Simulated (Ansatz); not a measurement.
# Al2BH3 (SMILES [BH]1[AlH][AlH]1): one structure at several levels

A test off equilibrium: a structure displaced at random from a GFN2-xTB minimum is computed at several levels, and each is set against CCSD(T).

Method: single points in def2-TZVPP; program: Ansatz 0.2.0, Gaussian basis.

Cores are frozen in the correlated methods.

**1. Starting geometry**

SMILES `[BH]1[AlH][AlH]1`, 6 atoms, charge 0, spin multiplicity 1.

Atoms are counted from 1 here; the program's logs count them from 0.

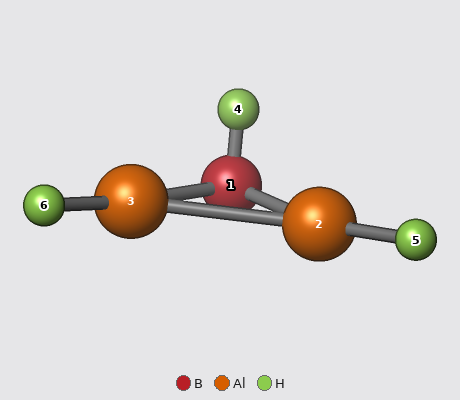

As it starts; boron red, aluminium orange, hydrogen green; atoms are numbered from 1 in the order of the file.

As a file:

```mol
Al2BH3
  3D, bonds by distance, orders not assigned

  6  6  0  0  0  0  0  0  0  0999 V2000
   -0.6054   -1.1057   -0.4069 B   0  0
    1.0179   -0.0748   -0.9209 Al  0  0
   -0.5606    0.0361    1.2673 Al  0  0
   -1.3381   -0.4838   -0.9332 H   0  0
    2.2507    0.6809   -1.7962 H   0  0
   -0.6614    1.0263    2.6435 H   0  0
  1  2  8  0
  1  3  8  0
  1  4  8  0
  2  3  8  0
  2  5  8  0
  3  6  8  0
M  END
```

**2. CCSD(T)/def2-TZVPP**

Contents of run/in.yaml:

```yaml
crystal:
  periodic: [false, false, false]
  atoms:
    - {symbol: B, position_ang: [-0.605400, -1.105700, -0.406900]}
    - {symbol: Al, position_ang: [1.017900, -0.074800, -0.920900]}
    - {symbol: Al, position_ang: [-0.560600, 0.036100, 1.267300]}
    - {symbol: H, position_ang: [-1.338100, -0.483800, -0.933200]}
    - {symbol: H, position_ang: [2.250700, 0.680900, -1.796200]}
    - {symbol: H, position_ang: [-0.661400, 1.026300, 2.643500]}
basis:
  gaussian: {orbitals: def2-TZVPP}
correlation: {method: ccsd_t}
output: {forces: true}
```

The command line of these runs was not kept.

**3. PBE0-D4/def2-TZVPP**

run/in.yaml, as its differences from that of step 2:

```diff
@@ -11,3 +11,3 @@
   gaussian: {orbitals: def2-TZVPP}
-correlation: {method: ccsd_t}
-output: {forces: true}
+hamiltonian: {xc: pbe0, dispersion: d4}
+output: {forces: true, orbitals: {seedname: orbitals}}
```

**4. wB97M-V/def2-TZVPP**

run/in.yaml, as its differences from that of step 3:

```diff
@@ -11,3 +11,3 @@
   gaussian: {orbitals: def2-TZVPP}
-hamiltonian: {xc: pbe0, dispersion: d4}
-output: {forces: true, orbitals: {seedname: orbitals}}
+hamiltonian: {xc: {name: wB97M-V}}
+output: {forces: true}
```

**5. r2SCAN-D4/def2-TZVPP**

run/in.yaml, as its differences from that of step 4:

```diff
@@ -11,3 +11,3 @@
   gaussian: {orbitals: def2-TZVPP}
-hamiltonian: {xc: {name: wB97M-V}}
+hamiltonian: {xc: r2scan, dispersion: d4}
 output: {forces: true}
```

**6. PBE-D4/def2-TZVPP**

run/in.yaml, as its differences from that of step 5:

```diff
@@ -11,3 +11,3 @@
   gaussian: {orbitals: def2-TZVPP}
-hamiltonian: {xc: r2scan, dispersion: d4}
+hamiltonian: {xc: pbe, dispersion: d4}
 output: {forces: true}
```

**7. LC-wPBE/def2-TZVPP**

run/in.yaml, as its differences from that of step 6:

```diff
@@ -11,3 +11,3 @@
   gaussian: {orbitals: def2-TZVPP}
-hamiltonian: {xc: pbe, dispersion: d4}
+hamiltonian: {xc: {name: LC-wPBE}}
 output: {forces: true}
```

**8. CAM-B3LYP-D4/def2-TZVPP**

run/in.yaml, as its differences from that of step 7:

```diff
@@ -11,3 +11,3 @@
   gaussian: {orbitals: def2-TZVPP}
-hamiltonian: {xc: {name: LC-wPBE}}
+hamiltonian: {xc: {name: CAM-B3LYP}, dispersion: d4}
 output: {forces: true}
```

(Steps that only read results are left out.)

Before running it: what results should come out? Wanted: energy less free atoms, CCSD(T)/def2-TZVPP; RMS force component; RMS force error; HOMO and LUMO, PBE0-D4; T1 diagnostic.

As calculated:

| quantity | value |
| --- | --- |
| energy less free atoms, CCSD(T)/def2-TZVPP | -1333.0 kJ/mol |
| RMS force component | 1.344 to 1.431 eV/Å over the methods |
| RMS force error | PBE0-D4 0.128, wB97M-V 0.157, r2SCAN-D4 0.130, PBE-D4 0.134, LC-wPBE 0.259, CAM-B3LYP-D4 0.203 eV/Å |
| HOMO and LUMO, PBE0-D4 | -5.81 and -2.27 eV |
| T1 diagnostic | 0.029 |

**Reading.** Against CCSD(T) the functionals' energies less atoms differ by -74.4 to -12.3 kJ/mol, PBE-D4 by -66.5 kJ/mol. The reference is not at the basis limit: in triple zeta CCSD(T) underbinds, which counts against methods that bind more; the gaps are no ranking. On forces the order runs from PBE0-D4 to LC-wPBE. Frozen-core CCSD(T) forces in triple zeta carry basis errors of their own, and this is one geometry, so small gaps rank nothing. The T1 diagnostic is large here, over the usual mark for main-group molecules (transition-metal compounds often pass it harmlessly), so CCSD(T) itself may be off. The restricted Hartree–Fock reference is unstable towards an unrestricted one at one or more of these structures.
